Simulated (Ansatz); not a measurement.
The starting structures come from a database of crystals and need not be the phases stable at ambient conditions.

 Where the default PAW files enter, the runs use the earlier of Ansatz's two default sets.

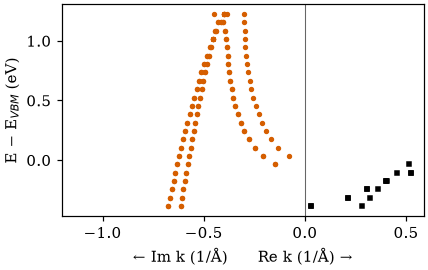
Complex bands at the centre of the two-dimensional zone; Ansatz (a program for electronic structure) with r2SCAN

The gap is the functional's own, uncorrected, and κ follows it; spin-orbit coupling is left out. Mid-gap values are interpolated between the computed energies.

### Question
This is BaAlSiH (P3m1, not sure to be the ambient phase, 4 atoms a cell, 21.4 Å³ an atom) along the normal of (001). Read off the slowest decay at the centre of the two-dimensional zone at 0.46 eV, the computed energy nearest the middle of the gap.

### Answer
κ ≈ 0.24 1/Å, a decay length 1/(2κ) of the density of 2.1 Å.
